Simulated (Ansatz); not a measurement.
The reference is SrTiO₃ in the cubic perovskite structure (space group Pm-3m, No. 221; a = 3.854 Å).

Structures relaxed with LDA (Ansatz, a first-principles code), no spin-orbit coupling.

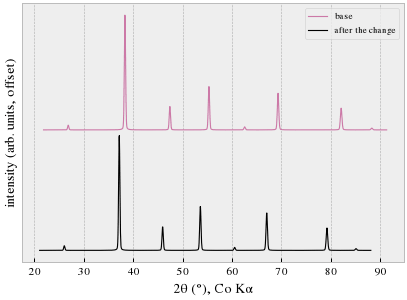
Figure. Simulated powder patterns before (top) and after one change

Q: Which change produced these results?
A) isotropic strain +1.80 %
B) isotropic strain +3.00 %
C) isotropic strain +0.60 %
D) isotropic strain +1.20 %

A: B, isotropic strain +3.00 %. Its volume per atom is 12.51 Å³ against 11.45 Å³, and its space group is Pm-3m (No. 221).

Stability against distortions was not tested. The final runs are not spin-polarised. Many cubic perovskites are stable only at high temperature; tilts and polar distortions were not tested.
